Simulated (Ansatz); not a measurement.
Base system: CsSnI$_{3}$ in the cubic perovskite structure (space group Pm-3m, No. 221; a = 6.2713 Å).

Now apply this change: every lattice vector is shortened by 0.60 %; the atoms relax in the strained cell.

Calculations: PBE/PAW in Ansatz (a first-principles code), scalar-relativistic without spin-orbit coupling.

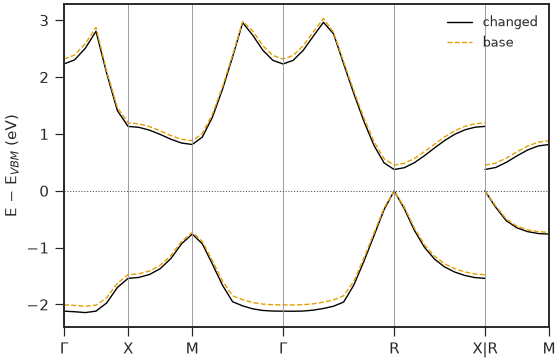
Fig. 1. Highest valence and lowest conduction band along the path, each from its own valence-band maximum

**Question.** From the figure, how large is the changed gap, and is it direct?

**Answer.** About 0.4 eV, direct at R.

With I present, leaving out spin-orbit coupling can change the band edges. No phonon test of stability was made. Many cubic perovskites are stable only at high temperature; tilts and polar distortions were not tested.
